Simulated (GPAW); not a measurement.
The Li K edge of atom 10 in K2LiAlF6 (Fm-3m), with 6 F at 2.11 Å (octahedral, site symmetry m-3m), was computed in 3 ways: excited-electron core hole (neutral cell), full core hole (charged cell) and no core hole. Program and functional: GPAW, LDA, Gaussian full width 0.9 eV up to 4 eV, rising linearly to 3.5 eV at 25 eV; cells of 10 atoms.

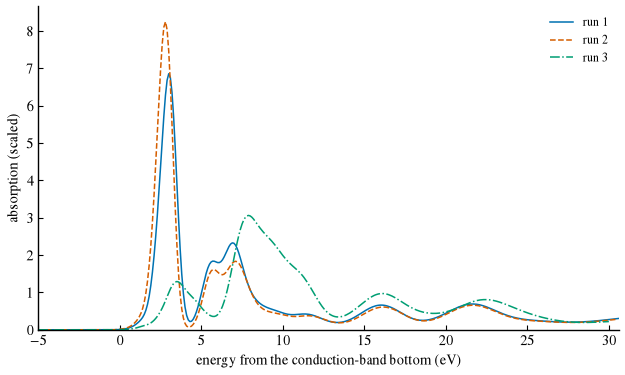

Each run is counted from its own lowest empty level or Fermi level and scaled to a mean of 1 over its first 20 eV.

Question: Which run is which?

Run 1: excited-electron core hole (neutral cell) (area from −2 to 6 eV 10.9, main maxima 3.0 eV (6.86), 6.9 eV (2.33), 16.0 eV (0.66) and 21.6 eV (0.69)). Run 2: full core hole (charged cell) (area from −2 to 6 eV 12.0, main maxima 2.8 eV (8.25), 7.1 eV (1.83), 16.2 eV (0.61) and 21.7 eV (0.66)). Run 3: no core hole (area from −2 to 6 eV 3.2, main maxima 3.5 eV (1.29), 7.9 eV (3.06), 16.1 eV (0.97) and 22.4 eV (0.81)). With each curve scaled to its own mean, the area from −2 to 6 eV with the hole is 10.9 against 3.2, and the centre of weight from −1 to 20 eV moves by -3.2 eV: the hole pulls the absorber's empty states down.

[Hosts, paths, dates, database ids (printed as entryN), source tags and the programs' standing remarks are cut or masked in the printed files.]

[Lists of maxima count a maximum above −3 eV only where it reaches 4 % of the highest in the window and stands out from its surroundings by 2 % of it (1.5 % where it reaches 55 %); shoulders and weaker maxima are passed over, and of the rest the first, up to two pre-edge ones and the few strongest are named.]
